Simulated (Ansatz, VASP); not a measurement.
# KCeS2 in two plane-wave programs

Aim: how closely do two programs agree when they are given the same cell, functional and k mesh? The cell is a member of a volume series, scaled by 1.02 from a relaxed one, so a pressure remains.

Method: plane waves, with VASP 6.6.1 beside it; single point at PBEsol, DFT+U, in Ansatz 0.2.0.

In doubt: a part-filled 4f shell, where there is one, can sit in one of many states, so energies may not be the lowest and differences between runs may mislead; derivatives with an open 4f shell can jump between states, which bears on forces and vibrations.

**1. Starting point**

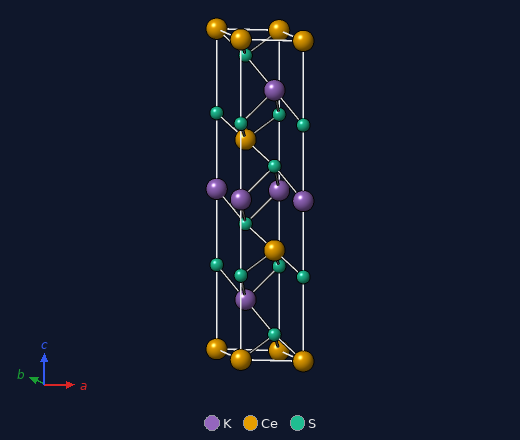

The cell as given, slightly off an axis (potassium purple, cerium orange, sulfur teal). This picture shows the conventional cell, with its axes. Bonds to atoms that aren't drawn are left out. Some periodic images of atoms are drawn too.

As a file:

```xyz
4
Lattice="2.1180 1.2229 7.3064 -2.1180 1.2229 7.3064 0.0000 -2.4457 7.3064" Properties=species:S:1:pos:R:3 pbc="T T T"
K     0.0000    0.0000   10.9596
Ce    0.0000    0.0000    0.0000
S     0.0000    0.0000    5.7640
S     0.0000    0.0000   16.1552
```

**2. VASP: single point, PBEsol, DFT+U**

With cell and atoms fixed, the geometry can't cause a difference; cores, projectors, grids and the points listed under the comparison can.

Lines of VASP's logs that name or quote its potential files are left out, and so is its time.

The input, INCAR:

```
SYSTEM = KCeS2
PREC = Accurate
ENCUT = 400
EDIFF = 1E-06
NELM = 150
ISMEAR = 0
SIGMA = 0.05
LREAL = .FALSE.
ALGO = Normal
GGA = PS
NBANDS = 25
ISPIN = 2
MAGMOM = -0 0.992 -0.01 -0.01
LDAU = .TRUE.
LDAUTYPE = 2
LDAUL = -1 3 -1
LDAUU = 0 6 0
LDAUJ = 0 0 0
LDAUPRINT = 1
LASPH = .TRUE.
LMAXMIX = 6
AMIX = 0.2
BMIX = 1E-04
AMIX_MAG = 0.8
BMIX_MAG = 1E-04
LORBIT = 11
LWAVE = .FALSE.
LCHARG = .FALSE.
KPAR = 8
ISIF = 2
```

The input, POSCAR:

```
KCeS2
1.0
    2.1180404405      1.2228512185      7.3063959280
   -2.1180404405      1.2228512185      7.3063959280
    0.0000000000     -2.4457024370      7.3063959280
K Ce S
1 1 2
Direct
    0.5000000000      0.5000000000      0.5000000000
    0.0000000000      0.0000000000      0.0000000000
    0.2629669045      0.2629669045      0.2629669045
    0.7370330955      0.7370330955      0.7370330955
```

The input, KPOINTS:

```
Automatic mesh
0
Gamma
7 7 7
0 0 0
```

The projector-augmented-wave data sets are K_sv, Ce and S (PBE family, release 64).

The run is started by

```sh
$ mpirun -np 8 vasp_std
```

Numbers of over 12 decimals in the logs are rounded to 6 here.

Output:

```text
[banner, memory and clock lines left out]
running    8 mpi-ranks, on    1 nodes
 distrk:  each k-point on    1 cores,    8 groups
 distr:  one band on    1 cores,    1 groups

 POSCAR found type information on POSCAR K CeS
 POSCAR found :  3 types and       4 ions
|                                                                             |
|           W    W    AA    RRRRR   N    N  II  N    N   GGGG   !!!           |
|           W    W   A  A   R    R  NN   N  II  NN   N  G    G  !!!           |
|           W    W  A    A  R    R  N N  N  II  N N  N  G       !!!           |
|           W WW W  AAAAAA  RRRRR   N  N N  II  N  N N  G  GGG   !            |
|           WW  WW  A    A  R   R   N   NN  II  N   NN  G    G                |
|           W    W  A    A  R    R  N    N  II  N    N   GGGG   !!!           |
|                                                                             |
|     For optimal performance we recommend to set                             |
|       NCORE = 2 up to number-of-cores-per-socket                            |
|     NCORE specifies how many cores store one orbital (NPAR=cpu/NCORE).      |
|     This setting can greatly improve the performance of VASP for DFT.       |
|     The default, NCORE=1 might be grossly inefficient on modern             |
|     multi-core architectures or massively parallel machines. Do your        |
|     Unfortunately you need to use the default for GW and RPA                |
|     calculations (for HF NCORE is supported but not extensively tested      |
|     yet).                                                                   |
|                                                                             |

|                                                                             |
|               ----> ADVICE to this user running VASP <----                  |
|                                                                             |
|     You enforced a specific xc type in the INCAR file but a different       |
|     [... a line on the potential file left out ...]
|     I HOPE YOU KNOW WHAT YOU ARE DOING!                                     |
|                                                                             |

 LDA part: xc-table for (Slater+PW92), standard interpolation
 POSCAR, INCAR and KPOINTS ok, starting setup
 FFT: planning ... GRIDC
 FFT: planning ... GRID_SOFT
 FFT: planning ... GRID
 WAVECAR not read
 entering main loop
       N       E                     dE             d eps       ncg     rms          rms(c)
DAV:   1     0.296246276140E+03    0.29625E+03   -0.11255E+04  4400   0.106E+03
DAV:   2     0.222254665539E+02   -0.27402E+03   -0.25144E+03  5455   0.264E+02
DAV:   3    -0.203465883772E+02   -0.42572E+02   -0.41479E+02  5771   0.118E+02
DAV:   4    -0.228984755787E+02   -0.25519E+01   -0.25303E+01  7270   0.243E+01
DAV:   5    -0.230393948231E+02   -0.14092E+00   -0.14078E+00  6883   0.578E+00    0.111E+01
DAV:   6    -0.208530842956E+02    0.21863E+01   -0.64893E+00  6131   0.120E+01    0.682E+00
DAV:   7    -0.209769514846E+02   -0.12387E+00   -0.12132E+00  7444   0.488E+00    0.619E+00
DAV:   8    -0.215994447748E+02   -0.62249E+00   -0.42823E+00  6524   0.607E+00    0.526E+00
DAV:   9    -0.224098263857E+02   -0.81038E+00   -0.41606E-01  7532   0.371E+00    0.405E+00
DAV:  10    -0.223989385758E+02    0.10888E-01   -0.59746E-01  7556   0.568E+00    0.217E+00
DAV:  11    -0.228603725426E+02   -0.46143E+00   -0.10091E-01  7555   0.314E+00    0.100E+00
DAV:  12    -0.228753059519E+02   -0.14933E-01   -0.17341E-02  7200   0.897E-01    0.595E-01
DAV:  13    -0.228712613737E+02    0.40446E-02   -0.27900E-02  6321   0.118E+00    0.228E-01
DAV:  14    -0.228732597402E+02   -0.19984E-02   -0.33255E-03  7406   0.393E-01    0.149E-01
[...]
DAV:  18    -0.228760749063E+02   -0.10126E-03   -0.17229E-04  6958   0.906E-02    0.301E-02
DAV:  19    -0.228761799255E+02   -0.10502E-03   -0.98507E-05  6902   0.771E-02    0.274E-02
DAV:  20    -0.228763303105E+02   -0.15038E-03   -0.29925E-04  6805   0.136E-01    0.208E-02
DAV:  21    -0.228764025632E+02   -0.72253E-04   -0.59310E-04  6869   0.188E-01    0.169E-02
DAV:  22    -0.228764504904E+02   -0.47927E-04   -0.68568E-05  7088   0.548E-02    0.901E-03
DAV:  23    -0.228764615614E+02   -0.11071E-04   -0.73888E-06  5941   0.197E-02    0.431E-03
DAV:  24    -0.228764640834E+02   -0.25220E-05   -0.32888E-06  5682   0.163E-02    0.201E-03
DAV:  25    -0.228764642998E+02   -0.21642E-06   -0.82900E-07  4829   0.593E-03
   1 F= -.22876464E+02 E0= -.22876464E+02  d E =-.163199E-17  mag=     1.0000
```

From OUTCAR (step 2):

```text
ion  position               nearest neighbor table
   1  0.500  0.500  0.500-   3 3.23   3 3.23   4 3.23   4 3.23   3 3.23   4 3.23
   2  0.000  0.000  0.000-   4 2.89   4 2.89   3 2.89   3 2.89   4 2.89   3 2.89
   3  0.263  0.263  0.263-   2 2.89   2 2.89   2 2.89   1 3.23   1 3.23   1 3.23
   4  0.737  0.737  0.737-   2 2.89   2 2.89   2 2.89   1 3.23   1 3.23   1 3.23

  LATTYP: Found a trigonal (rhomboedric) cell.
 ALAT       =     7.7048609246
 COS(alpha) =     0.8488636660

 Subroutine GETGRP returns: Found 12 space group operations
 (whereof 12 operations were pure point group operations)

The static configuration has the point symmetry D_3d.

 Found     44 irreducible k-points:

   k-points           NKPTS =     44   k-points in BZ     NKDIM =     44   number of bands    NBANDS=     25

   dimension x,y,z NGX =    50 NGY =   50 NGZ =   50
   dimension x,y,z NGXF=   100 NGYF=  100 NGZF=  100

   ENCUT  =  400.0 eV  29.40 Ry    5.42 a.u.  12.56 12.56 12.56*2*pi/ulx,y,z

   NELECT =      33.0000    total number of electrons

 k-points in reciprocal lattice and weights: Automatic mesh
   0.00000000  0.00000000  0.00000000       0.003
   0.14285714 -0.00000000  0.00000000       0.017
   0.28571429  0.00000000  0.00000000       0.017
   0.42857143  0.00000000  0.00000000       0.017
   0.14285714  0.14285714  0.00000000       0.017
   0.28571429  0.14285714  0.00000000       0.035
   0.42857143  0.14285714 -0.00000000       0.035
  -0.42857143  0.14285714 -0.00000000       0.035
  -0.28571429  0.14285714  0.00000000       0.035
[...]
0.42857143  0.42857143  0.42857143       0.006
  -0.42857143  0.42857143  0.42857143       0.017

atom =   2  type =  2  l = 3

 onsite density matrix

spin component  1

  0.4314  0.0000  0.0000  0.4779  0.0000  0.0000  0.0000
  0.0000  0.0116  0.0000 -0.0000  0.0029  0.0000  0.0000
  0.0000  0.0000  0.0046  0.0000  0.0000  0.0029 -0.0000
  0.4779 -0.0000  0.0000  0.5705 -0.0000  0.0000  0.0000
  0.0000  0.0029  0.0000 -0.0000  0.0046  0.0000  0.0000
  0.0000  0.0000  0.0029  0.0000  0.0000  0.0116  0.0000
  0.0000  0.0000 -0.0000  0.0000  0.0000  0.0000  0.0045

spin component  2

  0.0092  0.0000  0.0000 -0.0074  0.0000 -0.0000  0.0000
  0.0000  0.0099  0.0000 -0.0000  0.0023  0.0000  0.0000
  0.0000  0.0000  0.0042 -0.0000  0.0000  0.0023 -0.0000
 -0.0074 -0.0000 -0.0000  0.0063 -0.0000  0.0000  0.0000
  0.0000  0.0023  0.0000 -0.0000  0.0042  0.0000  0.0000
 -0.0000  0.0000  0.0023  0.0000  0.0000  0.0099  0.0000
  0.0000  0.0000 -0.0000  0.0000  0.0000  0.0000  0.0042

 occupancies and eigenvectors

  o =  0.0002  v =  0.0000  0.0000  0.0000  0.0000  0.0000  0.0000  0.0000 -0.6352 -0.0000  0.0000 -0.7723  0.0000  0.0000 -0.0000      0.0000  0.0000  0.0000  0.0000  0.0000  0.0000  0.0000  0.0000  0.0000  0.0000  0.0000  0.0000  0.0000  0.0000
  o =  0.0033  v =  0.0000  0.0000  0.0000  0.0000  0.0000  0.0000  0.0000 -0.0000 -0.3352  0.0000  0.0000  0.9422 -0.0000 -0.0000      0.0000  0.0000  0.0000  0.0000  0.0000  0.0000  0.0000  0.0000  0.0000  0.0000  0.0000  0.0000  0.0000  0.0000
  o =  0.0033  v =  0.0000  0.0000  0.0000  0.0000  0.0000  0.0000  0.0000 -0.0000  0.0000  0.9422  0.0000 -0.0000 -0.3352  0.0000      0.0000  0.0000  0.0000  0.0000  0.0000  0.0000  0.0000  0.0000  0.0000  0.0000  0.0000  0.0000  0.0000  0.0000
[...]
o =  0.0045  v = -0.0000 -0.0000 -0.0000  0.0000  0.0000  0.0000  1.0000  0.0000  0.0000  0.0000  0.0000  0.0000  0.0000  0.0000      0.0000  0.0000  0.0000  0.0000  0.0000  0.0000  0.0000  0.0000  0.0000  0.0000  0.0000  0.0000  0.0000  0.0000
  o =  0.0107  v =  0.0000  0.0000  0.0000  0.0000  0.0000  0.0000  0.0000  0.0000 -0.9422  0.0000 -0.0000 -0.3352  0.0000 -0.0000      0.0000  0.0000  0.0000  0.0000  0.0000  0.0000  0.0000  0.0000  0.0000  0.0000  0.0000  0.0000  0.0000  0.0000
  o =  0.0107  v =  0.0000  0.0000  0.0000  0.0000  0.0000  0.0000  0.0000  0.0000  0.0000  0.3352 -0.0000  0.0000  0.9422  0.0000      0.0000  0.0000  0.0000  0.0000  0.0000  0.0000  0.0000  0.0000  0.0000  0.0000  0.0000  0.0000  0.0000  0.0000
  o =  0.0126  v = -0.0000  0.9415  0.0000  0.0000  0.3371  0.0000  0.0000  0.0000  0.0000  0.0000  0.0000  0.0000  0.0000  0.0000      0.0000  0.0000  0.0000  0.0000  0.0000  0.0000  0.0000  0.0000  0.0000  0.0000  0.0000  0.0000  0.0000  0.0000
  o =  0.0126  v = -0.0000  0.0000 -0.3371  0.0000  0.0000 -0.9415 -0.0000  0.0000  0.0000  0.0000  0.0000  0.0000  0.0000  0.0000      0.0000  0.0000  0.0000  0.0000  0.0000  0.0000  0.0000  0.0000  0.0000  0.0000  0.0000  0.0000  0.0000  0.0000
  o =  0.0152  v =  0.0000  0.0000  0.0000  0.0000  0.0000  0.0000  0.0000 -0.7723 -0.0000  0.0000  0.6352 -0.0000  0.0000  0.0000      0.0000  0.0000  0.0000  0.0000  0.0000  0.0000  0.0000  0.0000  0.0000  0.0000  0.0000  0.0000  0.0000  0.0000
  o =  0.0180  v = -0.7563 -0.0000  0.0000  0.6542 -0.0000  0.0000  0.0000  0.0000  0.0000  0.0000  0.0000  0.0000  0.0000  0.0000      0.0000  0.0000  0.0000  0.0000  0.0000  0.0000  0.0000  0.0000  0.0000  0.0000  0.0000  0.0000  0.0000  0.0000
  o =  0.9839  v = -0.6542  0.0000 -0.0000 -0.7563 -0.0000 -0.0000 -0.0000  0.0000  0.0000  0.0000  0.0000  0.0000  0.0000  0.0000      0.0000  0.0000  0.0000  0.0000  0.0000  0.0000  0.0000  0.0000  0.0000  0.0000  0.0000  0.0000  0.0000  0.0000

 average (electrostatic) potential at core
       1 -33.4726       2 -79.8410       3 -87.1801       4 -87.1801

 E-fermi :   2.4619

 spin component 1
 k-point     1 :       0.0000    0.0000    0.0000
  band No.  band energies     occupation
    ...
     13       0.6365      1.00000
     14       1.0421      1.00000
     15       1.9809      1.00000
     16       2.1640      1.00000
     17       2.1640      1.00000
     18       5.5801      0.00000
     19       5.5801      0.00000
     20       6.0086      0.00000
     21       6.0755      0.00000
     22       7.1509      0.00000
    ...

 k-point     2 :       0.1429   -0.0000    0.0000
  band No.  band energies     occupation
    ...
     13       0.7233      1.00000
     14       1.0684      1.00000
     15       1.5672      1.00000
     16       2.0082      1.00000
     17       2.0278      1.00000
     18       5.4353      0.00000
     19       5.8860      0.00000
     20       6.1831      0.00000
     21       6.5458      0.00000
     22       6.8704      0.00000
    ...

 k-point     3 :       0.2857    0.0000    0.0000
  band No.  band energies     occupation
    ...
     13       0.8624      1.00000
     14       0.8943      1.00000
     15       1.1245      1.00000
     16       1.7923      1.00000
     17       1.9060      1.00000
     18       5.1392      0.00000
     19       6.3926      0.00000
     20       6.4581      0.00000
     21       6.6664      0.00000
     22       7.1262      0.00000
    ...

 k-point     4 :       0.4286    0.0000    0.0000
  band No.  band energies     occupation
    ...
     13       0.8858      1.00000
     14       1.0928      1.00000
     15       1.1643      1.00000
     16       1.5193      1.00000
     17       1.7508      1.00000
     18       4.9345      0.00000
     19       6.6076      0.00000
     20       6.7502      0.00000
     21       6.9104      0.00000
     22       7.1357      0.00000
    ...

 k-point     5 :       0.1429    0.1429    0.0000
  band No.  band energies     occupation
    ...
     13       0.7410      1.00000
     14       1.0685      1.00000
     15       1.5472      1.00000
     16       1.9752      1.00000
     17       2.0076      1.00000
     18       5.4488      0.00000
     19       5.8642      0.00000
     20       6.1524      0.00000
     21       6.6793      0.00000
     22       6.8598      0.00000
    ...

 k-point     6 :       0.2857    0.1429    0.0000
  band No.  band energies     occupation
    ...
     13       0.7019      1.00000
     14       1.0917      1.00000
     15       1.1989      1.00000
     16       1.6455      1.00000
     17       1.9875      1.00000
     18       5.5220      0.00000
     19       5.7638      0.00000
     20       6.5124      0.00000
     21       6.7674      0.00000
     22       7.0516      0.00000
    ...

  Total       -0.7450036     -0.7450036     -0.6509790      0.0000000      0.0000000      0.0000000
  in kB      -10.5125148    -10.5125148     -9.1857627      0.0000000      0.0000000      0.0000000
  external PRESSURE =     -10.0702641 kB  Pullay stress =       0.0000000 kB

  energy-cutoff  :      400.00
  volume of cell :      113.54
      direct lattice vectors                 reciprocal lattice vectors
     2.118040441  1.222851219  7.306395928     0.236067258  0.136293495  0.045622128
    -2.118040441  1.222851219  7.306395928    -0.236067258  0.136293495  0.045622128
     0.000000000 -2.445702437  7.306395928     0.000000000 -0.272586990  0.045622128

 POSITION                                       TOTAL-FORCE (eV/Angst)
 -----------------------------------------------------------------------------------
      0.00000      0.00000     10.95959         0.000000      0.000000     -0.000000
      0.00000      0.00000      0.00000         0.000000     -0.000000     -0.000000
      0.00000      0.00000      5.76402         0.000000     -0.000000      0.105260
      0.00000      0.00000     16.15517         0.000000      0.000000     -0.105260
 -----------------------------------------------------------------------------------
    total drift:                               -0.000000     -0.000000     -0.000000

  FREE ENERGIE OF THE ION-ELECTRON SYSTEM (eV)
  ---------------------------------------------------
  free  energy   TOTEN  =       -22.8764642998 eV

  energy  without entropy=      -22.8764642998  energy(sigma->0) =      -22.87646430

 total charge
# of ion       s       p       d       f       tot
--------------------------------------------------
    1        1.959   5.567   0.032   0.000   7.558
    2        2.012   5.734   0.648   1.082   9.476
    3        1.319   2.416   0.000   0.000   3.735
    4        1.319   2.416   0.000   0.000   3.735
--------------------------------------------------
tot          6.609  16.133   0.680   1.082  24.504

 magnetization (x)
# of ion       s       p       d       f       tot
--------------------------------------------------
    1       -0.000  -0.000  -0.000   0.000  -0.000
    2       -0.002  -0.005   0.010   0.990   0.993
    3       -0.001  -0.009   0.000   0.000  -0.010
    4       -0.001  -0.009   0.000   0.000  -0.010
--------------------------------------------------
tot         -0.004  -0.023   0.010   0.990   0.973

[... 6 further parts left out ...]
```

The run ends at a pressure of -1.01 GPa, with forces up to 0.11 eV/Å.

(Continued in part 2 of 3.)

[Lines on the potential files, build, host, timing and source positions are cut from VASP's logs without a mark.]

[Logs are printed without paths, hosts, clocks, repeated set-up lines and the standing remarks that a program may print on its own settings, such as how far it seeks lower states.]

[Hosts, paths, dates, database ids (printed as entryN), source tags and the programs' standing remarks are cut or masked in the printed files.]
